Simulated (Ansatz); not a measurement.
Run report: Si₂H₃ClOF₂, geometry relaxation (part 1 of 3)

- system: Si₂H₃ClOF₂
- method: RKS PBE0-D4/def2-TZVP (Ansatz 0.2.0)

Figures and captions count atoms from 1; the log counts them from 0 in places.

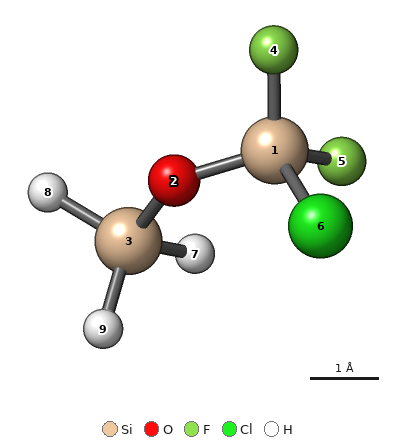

The starting structure (ball-and-stick view, seen at a tilt; atoms are numbered from 1 in the order of the input). Bond lengths as drawn: Cl–Si 2.02 Å, F–Si 1.57 Å, H–Si 1.48 Å and O–Si 1.61 to 1.68 Å.

Summary:

- outcome: converged
- total energy: −35801.6502 eV
- mean-field energy: −35801.4301 eV
- dispersion energy: −0.2201 eV
- SCF solution under orbital rotations: stable
- largest force (length of the vector) at the end: 0.003 eV/Å
- dipole moment: 1.94 D
- hardware: 4 CPU threads, shared host
- wall time: 51 s (CPU time 79 s)
- peak memory: 0.88 GiB

Input file:
```yaml
crystal:
  periodic: [false, false, false]
  atoms:
    - {symbol: Si, position_ang: [-0.838760, 1.128196, 0.967949]}
    - {symbol: O, position_ang: [-0.494972, 0.570010, -0.506074]}
    - {symbol: Si, position_ang: [-0.877489, -0.821455, -1.364932]}
    - {symbol: F, position_ang: [0.449004, 1.772816, 1.591896]}
    - {symbol: F, position_ang: [-1.376546, -0.001788, 1.917188]}
    - {symbol: Cl, position_ang: [-2.257485, 2.555799, 0.850401]}
    - {symbol: H, position_ang: [-1.441249, -1.835333, -0.449826]}
    - {symbol: H, position_ang: [0.359990, -1.281203, -2.026020]}
    - {symbol: H, position_ang: [-1.886040, -0.428648, -2.377780]}
basis:
  gaussian: {orbitals: def2-TZVP}
hamiltonian: {xc: pbe0, dispersion: d4}
relax: {f_tol: 0.005, max_steps: 200}
```

Command:
```bash
ansatz run in.yaml --threads 4 --pin off --events-out ev --progress --plain --max-ram 66560MiB --backend cuda --devices 0, --max-vram 37GiB
```

What the program printed:
```
Functional definition: PBE0
  name "PBE0"
  cite "Adamo & Barone, J. Chem. Phys. 110, 6158 (1999) doi:10.1063/1.478522"
  cite "Perdew, Burke & Ernzerhof, Phys. Rev. Lett. 77, 3865 (1996) doi:10.1103/PhysRevLett.77.3865"
  parent pbe
  parameter a = 0.25
  parameter kappa = 0.804
  parameter beta = 0.06672455060314922
  exchange = (1 - a)*pbe_x(kappa = kappa, mu = beta*pi^2/3) + a*exact_x
  correlation = pbe_c(beta = beta)
1399 factors; their error is unknown
mean field evaluation 1: about -35795.2851 eV, gradient 6.4e1 eV
mean field evaluation 2: about -35785.9262 eV, gradient 9.9e1 eV
mean field evaluation 4: about -35801.1996 eV, gradient 4.8e0 eV
mean field evaluation 8: about -35801.2303 eV, gradient 3.0e-2 eV
mean field evaluation 16: about -35801.3603 eV, gradient 4.0e-5 eV
mean field -35801.36034860 eV, -1315.6757257776 hartree, gradient 4.0e-5 eV, S^2 0.000000; 0 other end points of the search recorded, 0 dependent functions left out
the calculation of the forces begins
reference -35801.36038179 eV, -1315.6757269971 hartree; 37, 37 occupied and 185, 185 virtual orbitals, 1399 factors
relax step   1: F+E_penalty+E_count = -35801.57904906 eV  Δ(F+E_penalty+E_count) = +0.000e0 eV  max|allowed force component| = 7.725e-1 eV/Å  Δτ_max = 0.0000 Å  (26 SCF iters, accepted)
these checks for a lower state are left out or cut short: starts, cluster_reference, orbital_swaps, neighbouring_geometries, increment
1399 factors; their error is unknown
mean field -35801.38213302 eV, -1315.6765263403 hartree, gradient 1.1e-5 eV, S^2 0.000000; 0 other end points of the search recorded, 0 dependent functions left out
[... from here on the field's lines of each further geometry are left out, up to the last ...]
relax step   2: F+E_penalty+E_count = -35801.60053869 eV  Δ(F+E_penalty+E_count) = -2.149e-2 eV  max|allowed force component| = 4.817e-1 eV/Å  Δτ_max = 0.0204 Å  (29 SCF iters, accepted)
relax step   3: F+E_penalty+E_count = -35801.61533519 eV  Δ(F+E_penalty+E_count) = -1.480e-2 eV  max|allowed force component| = 1.300e-1 eV/Å  Δτ_max = 0.0344 Å  (28 SCF iters, accepted)
relax step   4: F+E_penalty+E_count = -35801.62149410 eV  Δ(F+E_penalty+E_count) = -6.159e-3 eV  max|allowed force component| = 9.035e-2 eV/Å  Δτ_max = 0.0472 Å  (29 SCF iters, accepted)
relax step   5: F+E_penalty+E_count = -35801.63153097 eV  Δ(F+E_penalty+E_count) = -1.004e-2 eV  max|allowed force component| = 2.045e-1 eV/Å  Δτ_max = 0.1325 Å  (29 SCF iters, accepted)
relax step   6: F+E_penalty+E_count = -35801.63577577 eV  Δ(F+E_penalty+E_count) = -4.245e-3 eV  max|allowed force component| = 1.888e-1 eV/Å  Δτ_max = 0.0531 Å  (29 SCF iters, accepted)
relax step   7: F+E_penalty+E_count = -35801.63847627 eV  Δ(F+E_penalty+E_count) = -2.700e-3 eV  max|allowed force component| = 3.462e-1 eV/Å  Δτ_max = 0.0761 Å  (30 SCF iters, accepted)
relax step   8: F+E_penalty+E_count = -35801.64205471 eV  Δ(F+E_penalty+E_count) = -3.578e-3 eV  max|allowed force component| = 7.230e-2 eV/Å  Δτ_max = 0.0360 Å  (30 SCF iters, accepted)
relax step   9: F+E_penalty+E_count = -35801.64484769 eV  Δ(F+E_penalty+E_count) = -2.793e-3 eV  max|allowed force component| = 1.814e-2 eV/Å  Δτ_max = 0.0640 Å  (28 SCF iters, accepted)
relax step  10: F+E_penalty+E_count = -35801.64616185 eV  Δ(F+E_penalty+E_count) = -1.314e-3 eV  max|allowed force component| = 6.612e-2 eV/Å  Δτ_max = 0.0748 Å  (30 SCF iters, accepted)
relax step  11: F+E_penalty+E_count = -35801.64667082 eV  Δ(F+E_penalty+E_count) = -5.090e-4 eV  max|allowed force component| = 8.085e-2 eV/Å  Δτ_max = 0.0439 Å  (29 SCF iters, accepted)
relax step  12: F+E_penalty+E_count = -35801.64725197 eV  Δ(F+E_penalty+E_count) = -5.811e-4 eV  max|allowed force component| = 6.696e-2 eV/Å  Δτ_max = 0.0296 Å  (29 SCF iters, accepted)
relax step  13: F+E_penalty+E_count = -35801.64796030 eV  Δ(F+E_penalty+E_count) = -7.083e-4 eV  max|allowed force component| = 7.581e-2 eV/Å  Δτ_max = 0.0406 Å  (29 SCF iters, accepted)
relax step  14: F+E_penalty+E_count = -35801.64836216 eV  Δ(F+E_penalty+E_count) = -4.019e-4 eV  max|allowed force component| = 1.425e-1 eV/Å  Δτ_max = 0.0782 Å  (30 SCF iters, accepted)
relax step  15: F+E_penalty+E_count = -35801.64905268 eV  Δ(F+E_penalty+E_count) = -6.905e-4 eV  max|allowed force component| = 9.622e-2 eV/Å  Δτ_max = 0.0105 Å  (31 SCF iters, accepted)
relax step  16: F+E_penalty+E_count = -35801.64951866 eV  Δ(F+E_penalty+E_count) = -4.660e-4 eV  max|allowed force component| = 5.460e-3 eV/Å  Δτ_max = 0.0230 Å  (30 SCF iters, accepted)
relax step  17: F+E_penalty+E_count = -35801.64963738 eV  Δ(F+E_penalty+E_count) = -1.187e-4 eV  max|allowed force component| = 1.492e-2 eV/Å  Δτ_max = 0.0202 Å  (30 SCF iters, accepted)
relax step  18: F+E_penalty+E_count = -35801.64976715 eV  Δ(F+E_penalty+E_count) = -1.298e-4 eV  max|allowed force component| = 2.430e-2 eV/Å  Δτ_max = 0.0398 Å  (29 SCF iters, accepted)
relax step  19: F+E_penalty+E_count = -35801.64976406 eV  Δ(F+E_penalty+E_count) = +3.092e-6 eV  max|allowed force component| = 1.736e-2 eV/Å  Δτ_max = 0.0142 Å  (30 SCF iters, rejected (line search))
relax step  20: F+E_penalty+E_count = -35801.64983107 eV  Δ(F+E_penalty+E_count) = -6.392e-5 eV  max|allowed force component| = 1.312e-2 eV/Å  Δτ_max = 0.0069 Å  (31 SCF iters, accepted)
relax step  21: F+E_penalty+E_count = -35801.64985153 eV  Δ(F+E_penalty+E_count) = -2.046e-5 eV  max|allowed force component| = 7.427e-3 eV/Å  Δτ_max = 0.0089 Å  (31 SCF iters, accepted)
relax step  22: F+E_penalty+E_count = -35801.64986909 eV  Δ(F+E_penalty+E_count) = -1.756e-5 eV  max|allowed force component| = 6.464e-3 eV/Å  Δτ_max = 0.0127 Å  (30 SCF iters, accepted)
relax step  23: F+E_penalty+E_count = -35801.64988106 eV  Δ(F+E_penalty+E_count) = -1.196e-5 eV  max|allowed force component| = 1.199e-2 eV/Å  Δτ_max = 0.0105 Å  (30 SCF iters, accepted)
relax step  24: F+E_penalty+E_count = -35801.64989337 eV  Δ(F+E_penalty+E_count) = -1.231e-5 eV  max|allowed force component| = 1.178e-2 eV/Å  Δτ_max = 0.0042 Å  (31 SCF iters, accepted)
relax step  25: F+E_penalty+E_count = -35801.64994340 eV  Δ(F+E_penalty+E_count) = -5.004e-5 eV  max|allowed force component| = 1.125e-2 eV/Å  Δτ_max = 0.0261 Å  (30 SCF iters, accepted)
relax step  26: F+E_penalty+E_count = -35801.64996310 eV  Δ(F+E_penalty+E_count) = -1.970e-5 eV  max|allowed force component| = 1.786e-2 eV/Å  Δτ_max = 0.0231 Å  (30 SCF iters, accepted)
relax step  27: F+E_penalty+E_count = -35801.64997938 eV  Δ(F+E_penalty+E_count) = -1.628e-5 eV  max|allowed force component| = 1.580e-2 eV/Å  Δτ_max = 0.0042 Å  (23 SCF iters, accepted)
relax step  28: F+E_penalty+E_count = -35801.64999743 eV  Δ(F+E_penalty+E_count) = -1.805e-5 eV  max|allowed force component| = 1.275e-2 eV/Å  Δτ_max = 0.0072 Å  (31 SCF iters, accepted)
relax step  29: F+E_penalty+E_count = -35801.65002859 eV  Δ(F+E_penalty+E_count) = -3.116e-5 eV  max|allowed force component| = 8.806e-3 eV/Å  Δτ_max = 0.0220 Å  (30 SCF iters, accepted)
relax step  30: F+E_penalty+E_count = -35801.65004528 eV  Δ(F+E_penalty+E_count) = -1.669e-5 eV  max|allowed force component| = 9.761e-3 eV/Å  Δτ_max = 0.0369 Å  (29 SCF iters, accepted)
relax step  31: F+E_penalty+E_count = -35801.65005321 eV  Δ(F+E_penalty+E_count) = -7.928e-6 eV  max|allowed force component| = 7.518e-3 eV/Å  Δτ_max = 0.0074 Å  (31 SCF iters, accepted)
relax step  32: F+E_penalty+E_count = -35801.65006408 eV  Δ(F+E_penalty+E_count) = -1.087e-5 eV  max|allowed force component| = 8.548e-3 eV/Å  Δτ_max = 0.0049 Å  (31 SCF iters, accepted)
relax step  33: F+E_penalty+E_count = -35801.65008303 eV  Δ(F+E_penalty+E_count) = -1.895e-5 eV  max|allowed force component| = 1.161e-2 eV/Å  Δτ_max = 0.0130 Å  (29 SCF iters, accepted)
relax step  34: F+E_penalty+E_count = -35801.65010927 eV  Δ(F+E_penalty+E_count) = -2.624e-5 eV  max|allowed force component| = 1.809e-2 eV/Å  Δτ_max = 0.0387 Å  (28 SCF iters, accepted)
relax step  35: F+E_penalty+E_count = -35801.65011138 eV  Δ(F+E_penalty+E_count) = -2.111e-6 eV  max|allowed force component| = 9.671e-3 eV/Å  Δτ_max = 0.0148 Å  (30 SCF iters, accepted)
relax step  36: F+E_penalty+E_count = -35801.65011903 eV  Δ(F+E_penalty+E_count) = -7.653e-6 eV  max|allowed force component| = 1.321e-2 eV/Å  Δτ_max = 0.0168 Å  (30 SCF iters, accepted)
relax step  37: F+E_penalty+E_count = -35801.65012712 eV  Δ(F+E_penalty+E_count) = -8.091e-6 eV  max|allowed force component| = 1.335e-2 eV/Å  Δτ_max = 0.0065 Å  (30 SCF iters, accepted)
relax step  38: F+E_penalty+E_count = -35801.65013383 eV  Δ(F+E_penalty+E_count) = -6.707e-6 eV  max|allowed force component| = 9.783e-3 eV/Å  Δτ_max = 0.0025 Å  (24 SCF iters, accepted)
relax step  39: F+E_penalty+E_count = -35801.65013922 eV  Δ(F+E_penalty+E_count) = -5.387e-6 eV  max|allowed force component| = 5.006e-3 eV/Å  Δτ_max = 0.0043 Å  (23 SCF iters, accepted)
the calculation of the forces begins
reference -35801.43009499 eV, -1315.6782889099 hartree; 37, 37 occupied and 185, 185 virtual orbitals, 1399 factors
relax step  40: F+E_penalty+E_count = -35801.65014022 eV  Δ(F+E_penalty+E_count) = -1.000e-6 eV  max|allowed force component| = 3.237e-3 eV/Å  Δτ_max = 0.0007 Å  (20 SCF iters, accepted)
1399 factors; their error is unknown
mean field evaluation 288: about -35786.2111 eV, gradient 9.9e1 eV
```

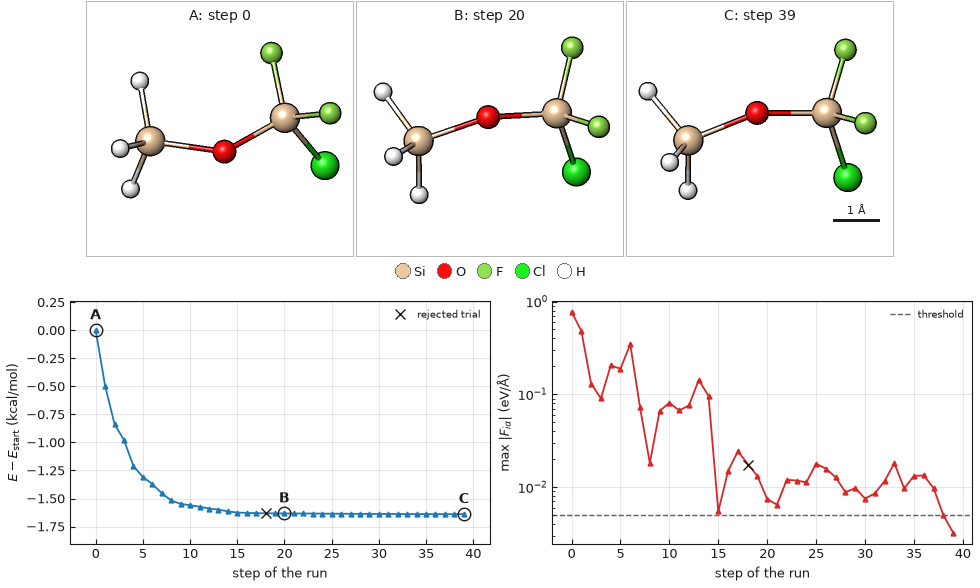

Frames of the relaxation (ball-and-stick view, seen at a tilt) above the curves, on which the letters mark them (the first geometry is step 0 here and step 1 in the log).

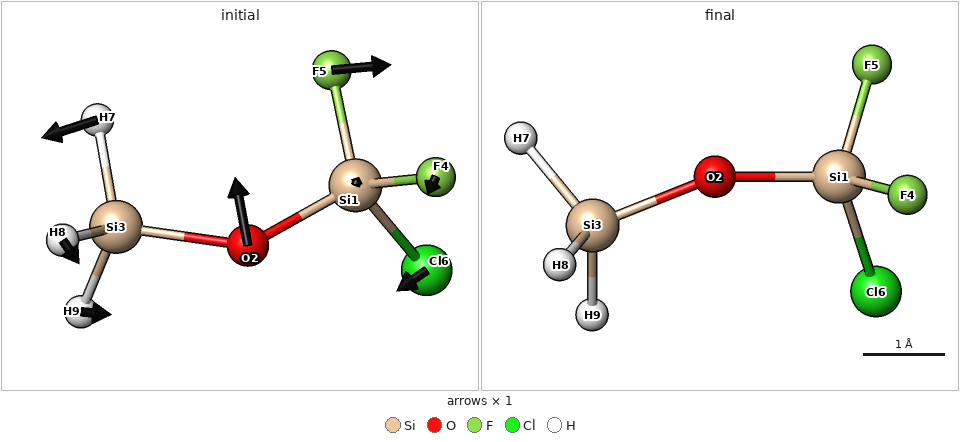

Before (left) and after (right) the relaxation, at one scale (ball-and-stick view, seen at a tilt). The black arrows give the displacements, at true length. The atom that moves furthest after the best rigid fit is O2 (0.89 Å). By element the largest moves are O 0.89 Å, F 0.76 Å, H 0.75 Å, Cl 0.48 Å, Si 0.12 Å. Distances before and after: O2–Si3 1.679 → 1.648 Å, Si1–O2 1.613 → 1.590 Å. Among the angles that change: Si1–O2–Si3 134.9° → 152.3°, O2–Si3–H9 106.6° → 109.3°, F4–Si1–F5 109.6° → 107.2°. After 39 geometry steps the energy has fallen by 1.64 kcal/mol. The largest force component goes from 0.77 to 0.0032 eV/Å. The line search rejected the trial step at point 18 (counted from 0) and went back. (Atoms are counted from 1 in the order of the input.)

```
mean field -35801.43006187 eV, -1315.6782876929 hartree, gradient 3.1e-5 eV, S^2 0.000000; 1 other end points of the search recorded, 0 dependent functions left out
the calculation of the forces begins
reference -35801.43009499 eV, -1315.6782889099 hartree; 37, 37 occupied and 185, 185 virtual orbitals, 1399 factors
Total energy: -35801.65017334 eV, -1315.6863766400 hartree
Atom 0 at    -0.839549     1.093755     1.078769 Å, force    -0.002332     0.001043     0.000152 eV/Å
Atom 1 at    -0.624424    -0.100856     0.052260 Å, force     0.000844    -0.000149    -0.003237 eV/Å
Atom 2 at    -0.916043    -0.864997    -1.377941 Å, force     0.002371    -0.000840    -0.000201 eV/Å
Atom 3 at     0.521966     1.838782     1.329455 Å, force     0.001247    -0.000292    -0.000056 eV/Å
Atom 4 at    -1.320397     0.527570     2.464144 Å, force    -0.000429     0.000016     0.002676 eV/Å
Atom 5 at    -2.197474     2.427484     0.413181 Å, force     0.000086     0.000064     0.000067 eV/Å
Atom 6 at    -1.395242    -2.233833    -1.078999 Å, force    -0.001363     0.000016     0.000219 eV/Å
Atom 7 at     0.351324    -0.918157    -2.142321 Å, force     0.000433     0.000418    -0.000022 eV/Å
Atom 8 at    -1.943707    -0.111354    -2.135748 Å, force    -0.000858    -0.000275     0.000401 eV/Å
Dipole moment:    -0.069588    -0.194928    -0.347528 e Å
```

Trajectory as extended XYZ (Å, eV, eV/Å), 40 frames, from step=1 to step=40:
```
9
Properties=species:S:1:pos:R:3:forces:R:3 step=1 energy=-35801.57905
Si   -0.8388    1.1282    0.9679   -0.0462   0.3661  -0.7725
O    -0.4950    0.5700   -0.5061   -0.2267  -0.5988   0.4742
Si   -0.8775   -0.8215   -1.3649    0.0395   0.7437   0.0117
F     0.4490    1.7728    1.5919    0.0475  -0.1310   0.1049
F    -1.3765   -0.0018    1.9172    0.1290  -0.1522   0.0899
Cl   -2.2575    2.5558    0.8504   -0.0273   0.0252   0.0420
H    -1.4412   -1.8353   -0.4498    0.0361  -0.0821   0.0490
H     0.3600   -1.2812   -2.0260    0.0464  -0.0877   0.0189
H    -1.8860   -0.4286   -2.3778    0.0017  -0.0832  -0.0181
```
